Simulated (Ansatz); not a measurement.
C4H10

Input

```
crystal:
  periodic: [false, false, false]
  atoms:
    - {symbol: C, position_ang: [-1.569609, -2.231193, -0.672346]}
    - {symbol: C, position_ang: [-1.625274, -0.765025, -0.257452]}
    - {symbol: C, position_ang: [-0.912827, -0.541273, 1.071927]}
    - {symbol: C, position_ang: [-3.063690, -0.262142, -0.203020]}
    - {symbol: H, position_ang: [-2.052871, -2.393313, -1.648635]}
    - {symbol: H, position_ang: [-2.088904, -2.866463, 0.065118]}
    - {symbol: H, position_ang: [-0.531263, -2.590642, -0.747167]}
    - {symbol: H, position_ang: [-1.092359, -0.177048, -1.027765]}
    - {symbol: H, position_ang: [-0.919526, 0.521752, 1.359847]}
    - {symbol: H, position_ang: [0.137002, -0.871282, 1.028105]}
    - {symbol: H, position_ang: [-1.405782, -1.107635, 1.880212]}
    - {symbol: H, position_ang: [-3.644003, -0.817571, 0.553177]}
    - {symbol: H, position_ang: [-3.108444, 0.805680, 0.062901]}
    - {symbol: H, position_ang: [-3.572930, -0.389289, -1.171254]}
basis:
  gaussian: {orbitals: def2-TZVPD}
hamiltonian: {xc: pbe0}
output: {forces: true, orbitals: {seedname: orbitals}}
```

Command:

```sh
ansatz run input.yaml --threads 2 --pin off --max-ram 4350MiB --events-out events.jsonl --progress --plain --runs-dir runs
```

Geometry: PBE0-D3(BJ)/def2-SVP.

Computed with isolated molecule in a Gaussian basis; Kohn-Sham density functional theory, functional PBE0 (Ansatz).

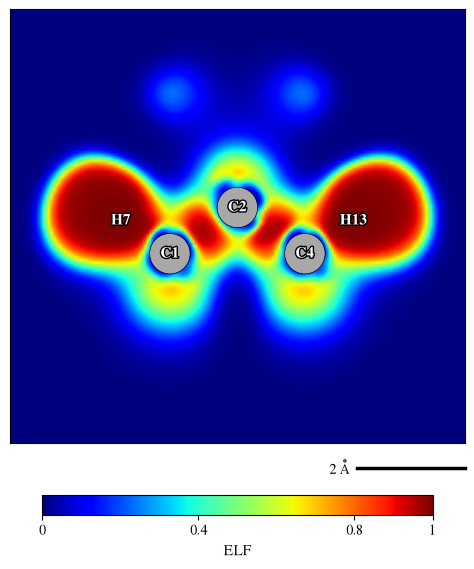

Figure 1. Electron localisation function on the plane of atoms C1, C2 and C4. Grey discs cover the atomic cores.

What do the fields say about this system?

Answer.
- The plane passes through C and H nuclei.
- C–C (1.52 Å): the ELF peaks at about 0.95 between the atoms, as expected for a covalent bond.
- C–H (1.10 Å): the ELF climbs to about 1 towards the hydrogen, as it does in any bond to H; an ordinary covalent bond to hydrogen.

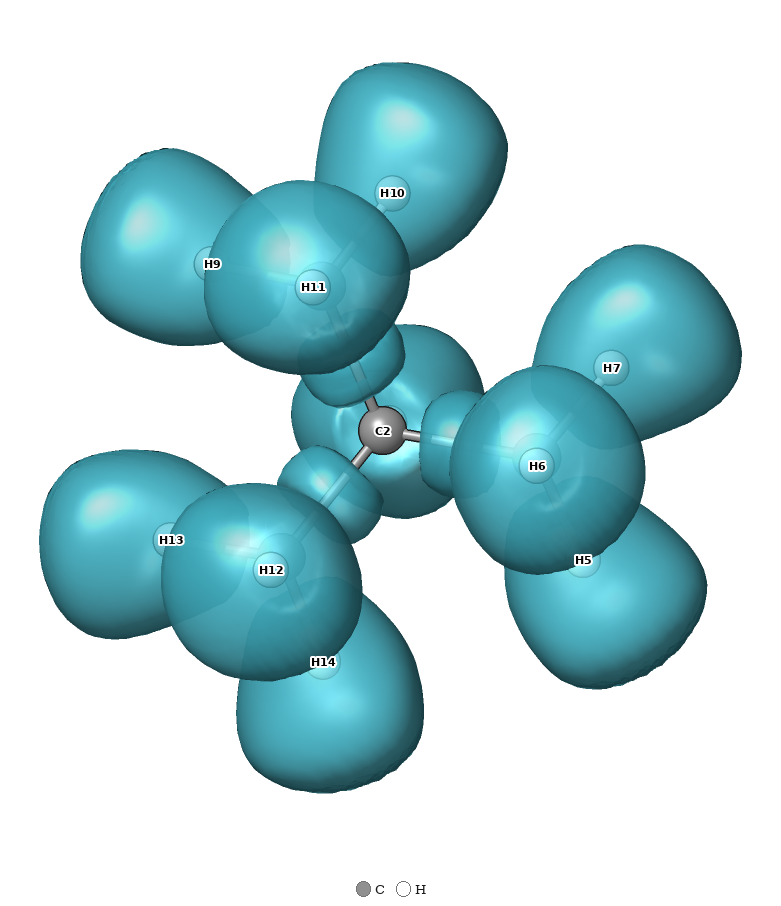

Figure 2. Isosurface of the electron localisation function at 0.75 (cyan), seen at a tilt. Only the valence region is drawn (cores and ρ < 0.01 e/Å³ removed).

Describe the localisation domains.

Answer. The ELF exceeds this value in three regions between bonded C–C atoms (shared pairs) and ten regions around hydrogen nuclei.

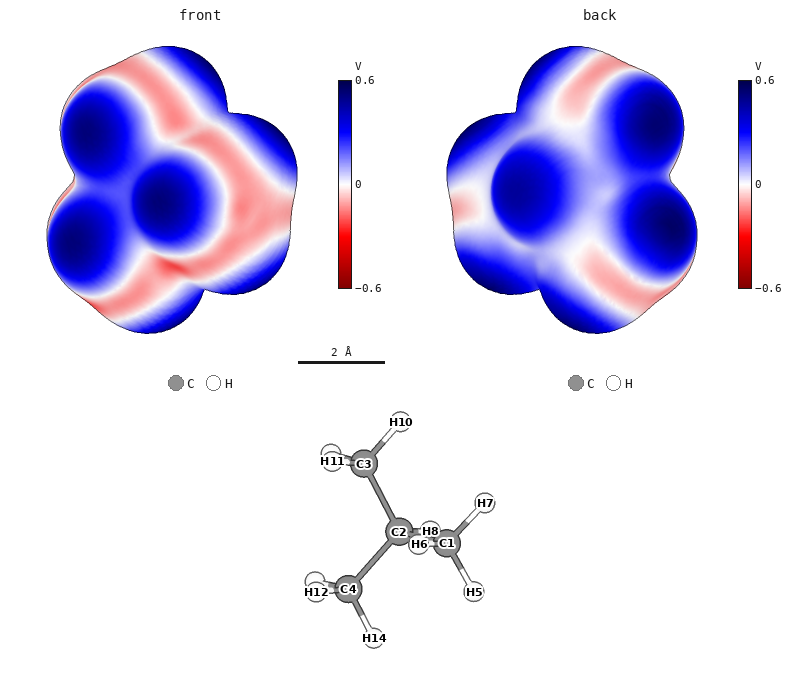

Figure 3. The electrostatic potential painted on the density surface at 0.002 e/bohr³, seen from the front and from behind; the colour scale runs from red (negative) to blue (positive). The bare structure is drawn below in the same view.

Where is the surface potential most negative and most positive?

Answer. The most negative region (about −0.2 V) lies over C1, C3 and C4, the most positive (about +0.5 V) over the H atoms.

How polar is the molecule by this calculation?

Answer. Its dipole moment is 0.14 D.
